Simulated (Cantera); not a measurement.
Charge: 1 mol (CH3)2SiCl2, 4.5 mol HCl, a varied amount of H2, held at 1350 °C and 0.0260 bar.

These are equilibrium values from Cantera (NASA tables, ideal gas, pure condensed phases), not measurements of a reactor. Candidate condensed phases: C, C6H6, C7H8, C8H18, Si, SiC; 109 gas species. The feed counts by its element totals alone. The tables' values for SiCl3 are old estimates; treat these amounts as uncertain. Rates play no part.

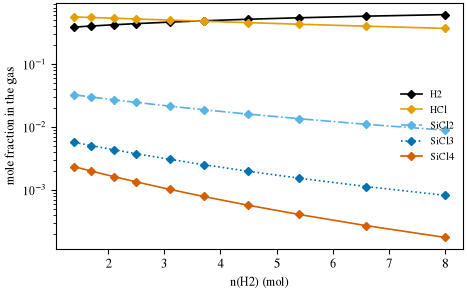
*Equilibrium gas composition (values under 1e-9 drawn at 1e-9)*

From 1.4 mol H2 to 8 mol H2 the condensed part is C(graphite) + SiC(s). The main Si-bearing gas is SiCl2 throughout. The share of Si in condensed phases is highest at 8 mol H2 (83.5 %) and lowest at 1.4 mol H2 (59.6 %).
